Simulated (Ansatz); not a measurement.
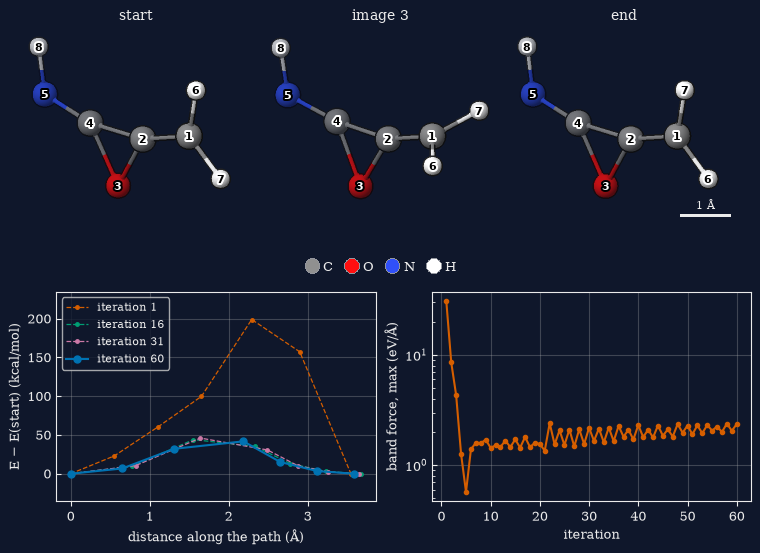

A search for the minimum-energy path of C$_{3}$H$_{3}$NO by the nudged elastic band. Images are numbered from 0 (start) to 6 (end). The plot follows the band through its iterations. A ball-and-stick model, seen from a free direction.

Theory: RKS B3LYP-D4/def2-SVP in Ansatz 0.2.0. Run with 5 movable images; climbing image; force threshold 0.05 eV/Å; iteration limit 60; starting path through a guess of the saddle point.

How did the profile develop, and is the result final?

The result isn't final. The band hadn't converged when the run stopped after 60 iterations. The largest component of the band force went from 31 to 2.4 eV/Å. The barrier read from it is provisional: over the last two iterations the highest image moved from 41.3 kcal/mol to 41.8 kcal/mol. The first iteration put the highest image at 198.9 kcal/mol. The barrier is about 41.8 kcal/mol in both directions, with image 3 at the top; the ends have the same energy.

The run took about 12 core-minutes on a shared host.
